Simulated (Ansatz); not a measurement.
**MgO: pressure series**

Base system: MgO in the rock salt structure (space group Fm-3m, No. 225; a = 4.254 Å).

Cell and atoms are relaxed at each pressure.

Computed with PBE (Ansatz, a quantum-chemistry and plane-wave program), scalar-relativistic without spin-orbit coupling.

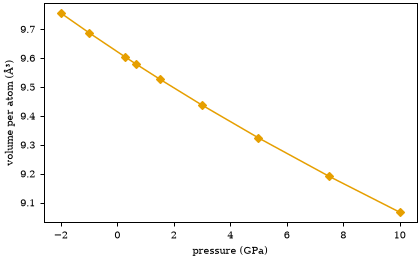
Volume against pressure

**Question.** Estimate the zero-pressure bulk modulus from the plot.

**Answer.** About 150 GPa; a third-order Birch–Murnaghan fit to the points gives V₀ = 9.62 Å³/atom, B₀ = 149 GPa and B₀′ = 4.1.

Measured bulk modulus of MgO: 169.8 GPa (static lattice; corrected from measurement; as listed in Daniel Mejia-Rodriguez, S. B. Trickey, Phys. Rev. B (2018)); the computed value is 12 % below it.

Between the base and pressure 10 GPa the gap moves from 4.46 eV to 5.04 eV, a mean slope of 58 meV/GPa.

Load acts through the strain it causes; cell and atoms are relaxed under it. Whether these cells are dynamically stable was not tested. No other phases were tried under pressure. The base started in Pnma and relaxed to Fm-3m at this level.
